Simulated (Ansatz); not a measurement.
BH3O2

```xyz
6

B     0.0436   -0.1831    0.0692
H    -0.1695    0.1802    1.2068
O     1.3362   -0.2487   -0.3642
H     1.3998   -0.5522   -1.2886
O    -0.9674   -0.5323   -0.7951
H    -1.8526   -0.4625   -0.4046
```

These are results of RKS PBE-D4/def2-SVPD in Ansatz 0.2.0, not measurements.

### What will maps of the electron density and electron localisation function show?

B–O (1.36 Å): the density is about 2.1 e/Å³ at the midpoint; the ELF peaks at about 0.90 between the atoms (a short, strongly polar bond).
O–H (0.97 Å): ρ at the midpoint is about 3.7 e/Å³; the ELF climbs to about 1 towards the hydrogen, as it does in any bond to H: an ordinary covalent bond to hydrogen.
B–H (1.21 Å): the density is about 1.2 e/Å³ at the midpoint; the ELF climbs to about 1 towards the hydrogen (an ordinary covalent bond to hydrogen).

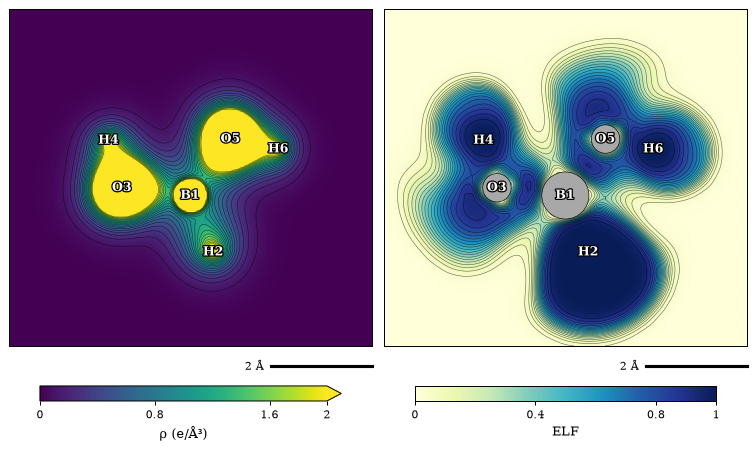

Computed electron density and electron localisation function on the molecular plane, in this order. Grey discs cover the atomic cores in the ELF map. 
